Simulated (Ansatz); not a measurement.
# Stretching the Cd chain started as a zigzag, part 2 of 4

Aim: how do moment and conductance of the Cd chain started as a zigzag follow its length?

Ansatz 0.2.0; DFT PBE, plane waves, PAW; relaxation of a chain's period (the session's first sound run).

So far. Step 2 (The relaxed wire): The cell's length comes to 6.174 Å with no moment. That is +28 % against the start, more than a small adjustment.

### 3. At a strained period, period over the relaxed period 0.88, k-mesh 1×1×15

This step: DFT PBE, plane waves, PAW; relaxation at a fixed period (Ansatz 0.2.0).

The period is set to 0.88 times the relaxed one and the atoms relax within it: the two rows can move towards or away from each other, so bond angles take up part of the strain.

The cell differs from the one that the last finished run ended in (c 6.174 → 5.433 Å).

Contents of input.yaml:

```yaml
crystal:
  lattice:
    - [9.0, 0.0, 0.0]
    - [0.0, 7.5, 0.0]
    - [0.0, 0.0, 5.4334596587]
  atoms:
    - { symbol: Cd, position: [0.451387441, 0.5, 0.0], spin: 0.5 }
    - { symbol: Cd, position: [0.548612559, 0.5, 0.5], spin: 0.5 }
magnetization:
  spin_polarized: true
kpoints:
  mp_grid: { grid: [1, 1, 15] }
scf:
  occupations: { method: fermi_dirac, width: 0.05 }
hamiltonian:
  xc: pbe
relax:
  max_steps: 40
```

Launch:

```bash
ansatz run input.yaml --threads 4 --pin off --max-ram 8192MiB --backend cpu --events-out ev --progress --plain --runs-dir out
```

Numbers of over 12 decimals in the logs are rounded to 6 here.

The program printed:

```text
[...]
Crystal: 2 atoms, lattice volume = 366.759 Å³
Basis set: ecut = 420 eV, 7201 PW (Γ), exchange–correlation on 128×108×80 points (8 copies of the dense FFT grid, shifted against one another)
Bands: 25, of which v1, the nominal top of the filled ones, is band 20 counted from 1 (19 counted from 0)
Symmetry: 8 space group operations
[...]
k-points: 8 of 15
[...]
Starting moments: Σ|m| = 1 μB on 2 of 2 sites
[...]
SCF iter  10: F=-16507.535829 eV  HF=-16507.535829 eV  |F-HF|=2.08e-8  |Δ(HF+E_count)|=   9.72e-8  Δρ=1.39e-6 (↑1.39e-6 ↓1.22e-6)  dr2=2.47e-8  dr2_m=1.38e-10  M=-0.000 μB ∫|m|=0.000 μB  ethr=4.19e-11  ⟨swp⟩=3.0  Hψ=976  notcnv=0
[...]
SCF 1 converged in 10 iterations: F = -16507.535829 eV  dr2 = 2.47e-8
[...]
relax step   1: F+E_penalty+E_count = -16507.53582896 eV  Δ(F+E_penalty+E_count) = +0.000e0 eV  max|allowed force component| = 1.525e-1 eV/Å  Δτ_max = 0.0000 Å  (10 SCF iters, dr2 threshold 2.50e-6 eV, accepted)
[...]
SCF iter   7: F=-16507.552725 eV  HF=-16507.552725 eV  |F-HF|=6.04e-10  |Δ(HF+E_count)|=   1.06e-8  Δρ=5.28e-7 (↑3.02e-7 ↓5.28e-7)  dr2=1.22e-9  dr2_m=4.45e-10  M=0.000 μB ∫|m|=0.000 μB  ethr=1.43e-11  ⟨swp⟩=1.0  Hψ=1113  notcnv=0
[...]
SCF 2 converged in 7 iterations: F = -16507.552725 eV  dr2 = 1.22e-9
relax step   2: F+E_penalty+E_count = -16507.55272491 eV  Δ(F+E_penalty+E_count) = -1.690e-2 eV  max|allowed force component| = 1.456e-1 eV/Å  Δτ_max = 0.0564 Å  (7 SCF iters, dr2 threshold 1.45e-6 eV, accepted)
SCF iter   1: F=—  HF=-16507.567873 eV  |F-HF|=—  |Δ(HF+E_count)|=         —  Δρ=4.49e-3 (↑4.49e-3 ↓4.24e-3)  dr2=7.58e-3  dr2_m=6.24e-2  M=0.000 μB ∫|m|=0.052 μB  β_m=0.30  ethr=2.64e-4  ⟨swp⟩=8.2  Hψ=1675  notcnv=0
[...]
SCF iter   9: F=-16507.597811 eV  HF=-16507.597811 eV  |F-HF|=7.28e-11  |Δ(HF+E_count)|=   2.91e-9  Δρ=8.56e-8 (↑8.56e-8 ↓7.91e-8)  dr2=4.01e-12  dr2_m=2.17e-11  M=0.000 μB ∫|m|=0.000 μB  ethr=1.00e-12  ⟨swp⟩=1.0  Hψ=1136  notcnv=0
[...]
SCF 3 converged in 9 iterations: F = -16507.597811 eV  dr2 = 4.01e-12
relax step   3: F+E_penalty+E_count = -16507.59781083 eV  Δ(F+E_penalty+E_count) = -4.509e-2 eV  max|allowed force component| = 7.724e-2 eV/Å  Δτ_max = 0.1950 Å  (9 SCF iters, dr2 threshold 1.32e-6 eV, accepted)
[...]
relax step   4: F+E_penalty+E_count = -16507.61108844 eV  Δ(F+E_penalty+E_count) = -1.328e-2 eV  max|allowed force component| = 5.470e-3 eV/Å  Δτ_max = 0.1909 Å  (8 SCF iters, dr2 threshold 1.68e-6 eV, accepted)
[...]
relax step   5: F+E_penalty+E_count = -16507.61108844 eV  Δ(F+E_penalty+E_count) = -8.367e-10 eV  max|allowed force component| = 5.476e-3 eV/Å  Δτ_max = 0.0000 Å  (3 SCF iters, accepted)
SCF iter   1: F=—  HF=-16507.611110 eV  |F-HF|=—  |Δ(HF+E_count)|=         —  Δρ=2.57e-4 (↑2.57e-4 ↓2.53e-4)  dr2=1.32e-5  dr2_m=2.16e-4  M=-0.000 μB ∫|m|=0.003 μB  β_m=0.30  ethr=4.01e-7  ⟨swp⟩=3.0  Hψ=1104  notcnv=0
[...]
SCF iter   8: F=-16507.611163 eV  HF=-16507.611163 eV  |F-HF|=0.00e0  |Δ(HF+E_count)|=  2.40e-10  Δρ=2.15e-8 (↑1.88e-8 ↓2.15e-8)  dr2=6.56e-13  dr2_m=1.09e-12  M=-0.000 μB ∫|m|=0.000 μB  ethr=1.00e-12  ⟨swp⟩=1.0  Hψ=1040  notcnv=0
[...]
SCF 6 converged in 8 iterations: F = -16507.611163 eV  dr2 = 6.56e-13
relax step   6: F+E_penalty+E_count = -16507.61116284 eV  Δ(F+E_penalty+E_count) = -7.439e-5 eV  max|allowed force component| = 1.147e-3 eV/Å  Δτ_max = 0.0112 Å  (8 SCF iters, accepted)
SCF converged after 8 iterations
Magnetization: -0.0000 μB (20.0000 up, 20.0000 down)
Absolute magnetization: 0.0000 μB (∫|ρ↑−ρ↓|, with the PAW one-centre terms)
[...]
Per-site moments (μB) at R_I (Å): [(1.5035696147940973e-8, 1.330209), (1.5035696257474106e-8, 1.330209)]
Free energy (F): -16507.611163 eV
[...]
Internal energy: -16507.611163 eV  (E = F + TS)
E sigma→0 (E₀):  -16507.611163 eV
Fermi energy:    -1.177704 eV
[...]
--- Forces (eV/Å), atoms counted from 1 ---
  atom   1  Cd     0.00114694     0.00000000     0.00000000
  atom   2  Cd    -0.00114694     0.00000000     0.00000000
  max |Σ_I F_I| component: 0.00e0 eV/Å
--- Relaxed structure (6 steps of the walk, 6 accepted, 0 SCFs on fresh bases) ---
  F+E_penalty+E_count = -16507.61116284 eV   max|allowed force component| = 1.147e-3 eV/Å
  atoms:
    - { symbol: Cd, position: [0.403481, 0.5, 0.0] }
    - { symbol: Cd, position: [0.596519, 0.5, 0.5] }
```

Run time: 14 s. Hardware: 4 threads of Arm Neoverse V2, shared host; peak memory 0.63 GiB.

The steps of the relaxation:

| step | energy less that of the first step (eV) | largest force component (eV/Å) |
| --- | --- | --- |
| 1 | 0.0000 | 0.1525 |
| 2 | -0.0169 | 0.1456 |
| 3 | -0.0620 | 0.0772 |
| 4 | -0.0753 | 0.0055 |
| 5 | -0.0753 | 0.0055 |
| 6 | -0.0753 | 0.0011 |

Forces are held to the 8 operations that the run works with; a distortion that breaks them can't arise in this run.

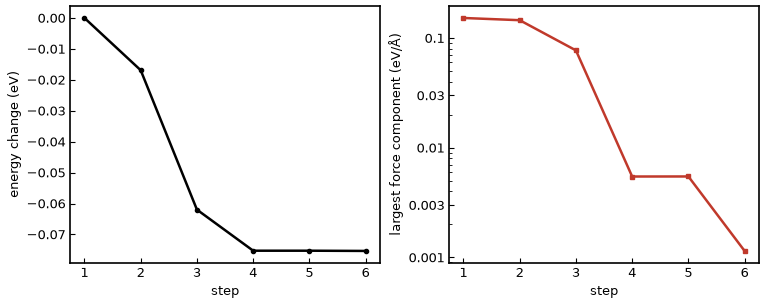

Energy and largest force along the relaxation.

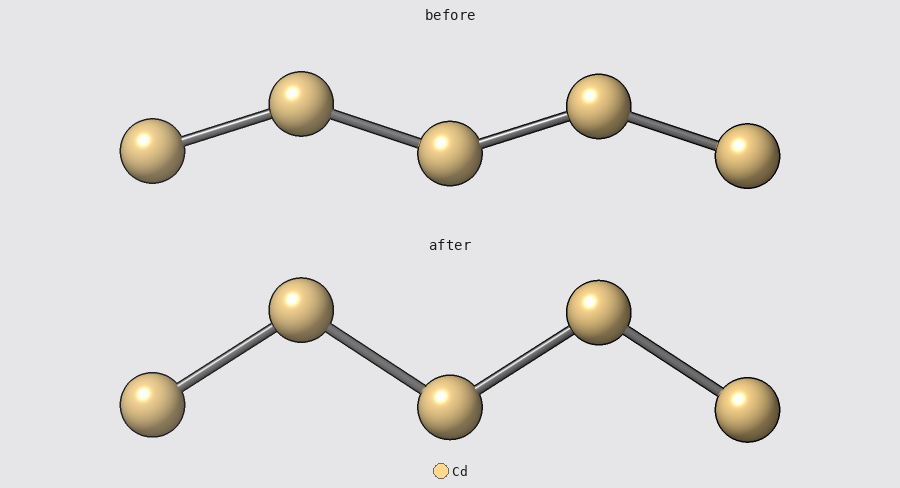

The structure before and after the relaxation, drawn at the same scale.

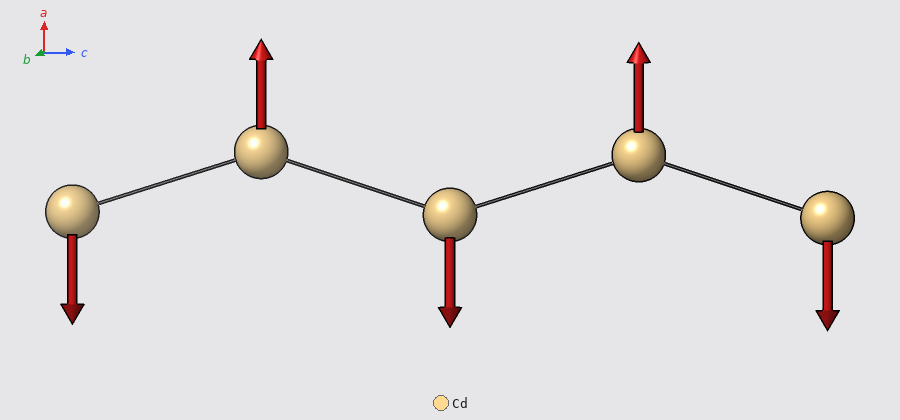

Displacements in the relaxation, exaggerated; the longest in the cell stands for 0.43 Å. 1×1×2 cells are drawn. Some periodic images of atoms are drawn too.

The atoms that moved most (Å):

| atom | dx | dy | dz | length |
| --- | --- | --- | --- | --- |
| Cd1 | -0.431 | 0.000 | 0.000 | 0.431 |
| Cd2 | 0.431 | 0.000 | 0.000 | 0.431 |

The relaxed structure:

```
Cd
1.0
     9.00000    0.00000    0.00000
     0.00000    7.50000    0.00000
     0.00000    0.00000    5.43346
Cd
2
Direct
  0.40348 0.50000 0.00000
  0.59652 0.50000 0.50000
```

The relaxation ends 38 meV an atom lower, with a largest force component of 0.0011 eV/Å. The starting moments have collapsed: the run ends non-magnetic.

### 4. The chain at a fixed length, period over the relaxed period 0.88, k-mesh 1×1×15

This step: DFT PBE, plane waves, PAW; channels and complex bands of a perfect chain (Ansatz 0.2.0).

The period is set to 0.88 times the relaxed one: the two rows can move towards or away from each other, so bond angles take up part of the strain.

input.yaml, the sections that differ from step 3:

```yaml
crystal:
  lattice:
    - [9.0, 0.0, 0.0]
    - [0.0, 7.5, 0.0]
    - [0.0, 0.0, 5.4334596587]
  atoms:
    - { symbol: Cd, position: [0.4034806085, 0.5, 0.0], spin: 0.5 }
    - { symbol: Cd, position: [0.5965193915, 0.5, 0.5], spin: 0.5 }
output:
  transmission:
    e_range: [-2, 2]
    de: 0.035
    kmesh: [1, 1]
    reduced_basis: true
    leads: [[0, 0]]
  stress: true
# magnetization, kpoints, scf, hamiltonian: as in step 3
# relax: removed
```

The program printed:

```text
[...]
Crystal: 2 atoms, lattice volume = 366.759 Å³
Basis set: ecut = 420 eV, 7201 PW (Γ)
Bands: 25, of which v1, the nominal top of the filled ones, is band 20 counted from 1 (19 counted from 0)
Symmetry: 8 space group operations
[...]
k-points: 8 of 15
[...]
Starting moments: Σ|m| = 1 μB on 2 of 2 sites
[...]
SCF iter  11: F=-16507.611202 eV  HF=-16507.611202 eV  |F-HF|=6.18e-11  |Δ(HF+E_count)|=   7.90e-9  Δρ=9.30e-8 (↑9.06e-8 ↓9.30e-8)  dr2=2.74e-11  dr2_m=2.09e-11  M=0.000 μB ∫|m|=0.000 μB  ethr=3.24e-11  ⟨swp⟩=3.0  Hψ=976  notcnv=0
SCF 1 converged in 11 iterations: F = -16507.611202 eV  dr2 = 2.74e-11
[...]
transmission: 14 of 84 steps passed
transmission: 21 of 84 steps passed
[...]
transmission: 84 of 84 steps passed
Second SCF, for the conductance: iteration 1, dr2 3.743e-10 eV
Second SCF, for the conductance: iteration 2, dr2 1.272e-10 eV
Second SCF, for the conductance: iteration 3, dr2 6.889e-11 eV
transmission: 14 of 84 steps passed
transmission: 21 of 84 steps passed
[...]
transmission: 84 of 84 steps passed
SCF converged after 11 iterations
Magnetization: 0.0000 μB (20.0000 up, 20.0000 down)
Absolute magnetization: 0.0000 μB (∫|ρ↑−ρ↓|, with the PAW one-centre terms)
[...]
Per-site moments (μB) at R_I (Å): [(-5.309863103515294e-7, 1.330209), (-5.309863103274624e-7, 1.330209)]
Free energy (F): -16507.611202 eV
[...]
Internal energy: -16507.611202 eV  (E = F + TS)
E sigma→0 (E₀):  -16507.611202 eV
Fermi energy:    -1.177740 eV
[...]
--- Stress (GPa, compression-positive) ---
        0.059084       0.000000       0.000000
        0.000000      -0.150874       0.000000
        0.000000       0.000000       0.065958
  P = ⅓ Tr σ = -0.0086 GPa (-0.086 kbar)
--- Band table (eV; the first three rows and the last of 16) ---
  k-point 0 ↑: bands = [... 16 lower, -9.5998, -9.5249, -5.1112, -2.0849, 0.0822, 0.5421, 0.8476, 1.8626, ... 1 higher]
  k-point 1 ↑: bands = [... 16 lower, -9.6001, -9.5185, -5.0888, -2.1150, 0.1053, 0.3583, 0.8619, 2.1335, ... 1 higher]
  k-point 2 ↑: bands = [... 16 lower, -9.6002, -9.5056, -5.0214, -2.2156, 0.0508, 0.1743, 0.9004, 2.1643, ... 1 higher]
  k-point 7 ↓: bands = [... 16 lower, -9.5213, -9.5043, -4.0241, -3.7066, 0.1371, 0.3854, 1.1456, 1.4351, ... 1 higher]
--- Transmission ---
  basis      : 595 plane waves across, 7 finite elements along
  points     : 1, standing for a mesh of 1 x 1
  filling    : by a second SCF (3 iterations) under fermi_dirac of width 0.025852 eV on a mesh of 1 x 1 x 22, whose Fermi level is -1.173083 eV; it warned of seeded_moment_not_kept
  energies   : 115 from -2.000000 to 1.990000 eV about the Fermi level, 0.035000 eV apart; the leads are filled to 0.000000 eV, and channels, transmission and decay are at -0.005000 eV
  crystal 0  : Cd2, at the sites [0, 0], period 5.4335 Å: whole cells are its period
    offset         : up to 0.0000 Å between an atom of the period and one for which it stands
    filled         : 0.1 meV over the level at which it is neutral
    channels       : 0.000000e0 up, 0.000000e0 down
    conductance    : 1.3370e-1 S/m² at 300 K; may be off by some 0.4 % by where its bands' edges are placed, 0.1 % from the distance to neutral
    slowest decay  : 0.2625 /Å at (0.0000, 0.0000)
```

Wall time 2 min (4 threads); peak memory 0.71 GiB.

The column dr2 measures how far the density is from self-consistency, as an energy; F and HF (Harris–Foulkes) agree once it is small.

This step gave:

- channels at the energy nearest the Fermi level, spin up: 0
- channels at the energy nearest the Fermi level, spin down: 0
- conductance of the lead as this run defines it: 1.16e-15 G₀
- slowest decay in the lead at the energy nearest the Fermi level: 0.2625 Å⁻¹
- band gap: 1.833 eV

Open channels of the lead against energy, zero at the Fermi level:

| energy (eV) | spin up | spin down |
| --- | --- | --- |
| -2.0000 | 1 | 1 |
| -1.7550 | 1 | 1 |
| -1.5100 | 1 | 1 |
| -1.2650 | 1 | 1 |
| -0.9850 | 1 | 1 |
| -0.7400 | 0 | 0 |
| -0.4950 | 0 | 0 |
| -0.2500 | 0 | 0 |
| -0.0050 | 0 | 0 |
| 0.2400 | 0 | 0 |
| 0.4850 | 0 | 0 |
| 0.7650 | 0 | 0 |
| 1.0100 | 2 | 2 |
| 1.2550 | 2 | 2 |
| 1.5000 | 3 | 3 |
| 1.7450 | 2 | 2 |

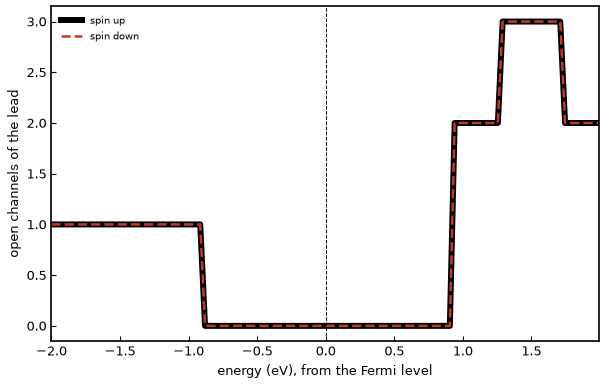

Open channels of the lead against energy.

At the computed energy nearest the Fermi level there are 0 spin-up and 0 spin-down channels, and the thermal average gives 1.2e-15 G₀; the gap is 1.83 eV.

### 5. Strain along the wire, period over the relaxed period 0.92, k-mesh 1×1×15

This step: DFT PBE, plane waves, PAW; relaxation at a fixed period (Ansatz 0.2.0).

The period is set to 0.92 times the relaxed one and the atoms relax within it: the two rows can move towards or away from each other, so bond angles take up part of the strain.

The cell differs from the one that the last finished run ended in (c 5.433 → 5.680 Å).

input.yaml, the sections that differ from step 4:

```yaml
crystal:
  lattice:
    - [9.0, 0.0, 0.0]
    - [0.0, 7.5, 0.0]
    - [0.0, 0.0, 5.6804350977]
  atoms:
    - { symbol: Cd, position: [0.451387441, 0.5, 0.0], spin: 0.5 }
    - { symbol: Cd, position: [0.548612559, 0.5, 0.5], spin: 0.5 }
relax:
  max_steps: 40
# magnetization, kpoints, scf, hamiltonian: as in step 4
# output: removed
```

The program printed:

```text
[...]
Crystal: 2 atoms, lattice volume = 383.429 Å³
Basis set: ecut = 420 eV, 7517 PW (Γ), exchange–correlation on 128×108×80 points (8 copies of the dense FFT grid, shifted against one another)
Bands: 25, of which v1, the nominal top of the filled ones, is band 20 counted from 1 (19 counted from 0)
Symmetry: 8 space group operations
[...]
k-points: 8 of 15
[...]
--- Forces (eV/Å), atoms counted from 1 ---
  atom   1  Cd     0.00069778     0.00000000     0.00000000
  atom   2  Cd    -0.00069778     0.00000000     0.00000000
  max |Σ_I F_I| component: 0.00e0 eV/Å
--- Relaxed structure (4 steps of the walk, 4 accepted, 0 SCFs on fresh bases) ---
  F+E_penalty+E_count = -16507.61911047 eV   max|allowed force component| = 6.978e-4 eV/Å
  atoms:
    - { symbol: Cd, position: [0.419209, 0.5, 0.0] }
    - { symbol: Cd, position: [0.580791, 0.5, 0.5] }
[key lines of the parts left out:]
SCF converged after 8 iterations
Magnetization: 0.0000 μB (20.0000 up, 20.0000 down)
Free energy (F): -16507.619110 eV
Fermi energy:    -1.182749 eV
```

Wall time 9.6 s (4 threads); peak memory 0.64 GiB; 35 s of CPU time.

Step by step:

| step | energy less that of the first step (eV) | largest force component (eV/Å) |
| --- | --- | --- |
| 1 | 0.0000 | 0.0629 |
| 2 | -0.0030 | 0.0601 |
| 3 | -0.0192 | 0.0186 |
| 4 | -0.0205 | 0.0007 |

Forces are held to the 8 operations that the run works with; a distortion that breaks them can't arise in this run.

The atoms that moved most (Å):

| atom | dx | dy | dz | length |
| --- | --- | --- | --- | --- |
| Cd1 | -0.290 | 0.000 | 0.000 | 0.290 |
| Cd2 | 0.290 | 0.000 | 0.000 | 0.290 |

Final coordinates:

```xyz
2
Lattice="9.0000 0.0000 0.0000 0.0000 7.5000 0.0000 0.0000 0.0000 5.6804" Properties=species:S:1:pos:R:3
Cd    3.7729    3.7500    0.0000
Cd    5.2271    3.7500    2.8402
```

The relaxation ends 10 meV an atom lower, with a largest force component of 7.0e-4 eV/Å. No moment survives the cycle: this start ends non-magnetic.

### 6. The chain at a fixed length, period over the relaxed period 0.92, k-mesh 1×1×15

This step: DFT PBE, plane waves, PAW; channels and complex bands of a perfect chain (Ansatz 0.2.0).

The period is set to 0.92 times the relaxed one: the two rows can move towards or away from each other, so bond angles take up part of the strain.

input.yaml, the sections that differ from step 5:

```yaml
crystal:
  lattice:
    - [9.0, 0.0, 0.0]
    - [0.0, 7.5, 0.0]
    - [0.0, 0.0, 5.6804350977]
  atoms:
    - { symbol: Cd, position: [0.4192093322, 0.5, 0.0], spin: 0.5 }
    - { symbol: Cd, position: [0.5807906678, 0.5, 0.5], spin: 0.5 }
output:
  transmission:
    e_range: [-2, 2]
    de: 0.035
    kmesh: [1, 1]
    reduced_basis: true
    leads: [[0, 0]]
  stress: true
# magnetization, kpoints, scf, hamiltonian: as in step 5
# relax: removed
```

The program printed:

```text
[...]
Crystal: 2 atoms, lattice volume = 383.429 Å³
Basis set: ecut = 420 eV, 7517 PW (Γ)
Bands: 25, of which v1, the nominal top of the filled ones, is band 20 counted from 1 (19 counted from 0)
Symmetry: 8 space group operations
[...]
k-points: 8 of 15
[...]
Starting moments: Σ|m| = 1 μB on 2 of 2 sites
[...]
--- Transmission ---
  basis      : 595 plane waves across, 7 finite elements along
  points     : 1, standing for a mesh of 1 x 1
[...]
crystal 0  : Cd2, at the sites [0, 0], period 5.6804 Å: whole cells are its period
[...]
filled         : 0.1 meV over the level at which it is neutral
    channels       : 0.000000e0 up, 0.000000e0 down
[...]
slowest decay  : 0.2586 /Å at (0.0000, 0.0000)
[key lines of the parts left out:]
SCF converged after 11 iterations
Magnetization: 0.0000 μB (20.0000 up, 20.0000 down)
Free energy (F): -16507.619138 eV
Fermi energy:    -1.182767 eV
P = ⅓ Tr σ = -0.0102 GPa (-0.102 kbar)
```

The job ended after 93 s (4 threads; peak memory 0.69 GiB; 5.3 min of CPU time).

At the computed energy nearest the Fermi level there are 0 spin-up and 0 spin-down channels, and the thermal average gives 4.0e-14 G₀.

### 7. Strain along the wire, period over the relaxed period 0.96, k-mesh 1×1×14

This step: DFT PBE, plane waves, PAW; relaxation at a fixed period (Ansatz 0.2.0).

The period is set to 0.96 times the relaxed one and the atoms relax within it: the two rows can move towards or away from each other, so bond angles take up part of the strain.

The cell differs from the one that the last finished run ended in (c 5.680 → 5.927 Å).

input.yaml, the sections that differ from step 6:

```yaml
crystal:
  lattice:
    - [9.0, 0.0, 0.0]
    - [0.0, 7.5, 0.0]
    - [0.0, 0.0, 5.9274105367]
  atoms:
    - { symbol: Cd, position: [0.451387441, 0.5, 0.0], spin: 0.5 }
    - { symbol: Cd, position: [0.548612559, 0.5, 0.5], spin: 0.5 }
kpoints:
  mp_grid: { grid: [1, 1, 14] }
relax:
  max_steps: 40
# magnetization, scf, hamiltonian: as in step 6
# output: removed
```

The program printed:

```text
[...]
Crystal: 2 atoms, lattice volume = 400.100 Å³
Basis set: ecut = 420 eV, 7785 PW (Γ), exchange–correlation on 128×108×80 points (8 copies of the dense FFT grid, shifted against one another)
Bands: 25, of which v1, the nominal top of the filled ones, is band 20 counted from 1 (19 counted from 0)
Symmetry: 8 space group operations
[...]
k-points: 8 of 14
[...]
--- Forces (eV/Å), atoms counted from 1 ---
  atom   1  Cd     0.00122236     0.00000000     0.00000000
  atom   2  Cd    -0.00122236     0.00000000     0.00000000
  max |Σ_I F_I| component: 0.00e0 eV/Å
--- Relaxed structure (3 steps of the walk, 3 accepted, 0 SCFs on fresh bases) ---
  F+E_penalty+E_count = -16507.62754693 eV   max|allowed force component| = 1.222e-3 eV/Å
  atoms:
    - { symbol: Cd, position: [0.437890, 0.5, 0.0] }
    - { symbol: Cd, position: [0.562110, 0.5, 0.500000] }
[key lines of the parts left out:]
SCF converged after 9 iterations
Magnetization: 0.0000 μB (20.0000 up, 20.0000 down)
Free energy (F): -16507.627547 eV
Fermi energy:    -1.170531 eV
```

Elapsed: 7.8 s, on 4 threads; peak memory 0.65 GiB.

The steps of the relaxation:

| step | energy less that of the first step (eV) | largest force component (eV/Å) |
| --- | --- | --- |
| 1 | 0.0000 | 0.0184 |
| 2 | -0.0003 | 0.0173 |
| 3 | -0.0022 | 0.0012 |

Forces are held to the 8 operations that the run works with; a distortion that breaks them can't arise in this run.

The atoms that moved most (Å):

| atom | dx | dy | dz | length |
| --- | --- | --- | --- | --- |
| Cd1 | -0.121 | 0.000 | 0.000 | 0.121 |
| Cd2 | 0.121 | 0.000 | 0.000 | 0.121 |

The relaxed structure:

```xyz
2
Lattice="9.0000 0.0000 0.0000 0.0000 7.5000 0.0000 0.0000 0.0000 5.9274" Properties=species:S:1:pos:R:3
Cd    3.9410    3.7500    0.0000
Cd    5.0590    3.7500    2.9637
```

The relaxation ends 1.1 meV an atom lower, with a largest force component of 0.0012 eV/Å. No moment survives the cycle: this start ends non-magnetic.

(Part 2 of 4 ends here.)

[Logs are printed without paths, hosts, clocks, repeated set-up lines and the standing remarks that a program may print on its own settings, such as how far it seeks lower states.]

[Hosts, paths, dates, database ids (printed as entryN), source tags and the programs' standing remarks are cut or masked in the printed files.]
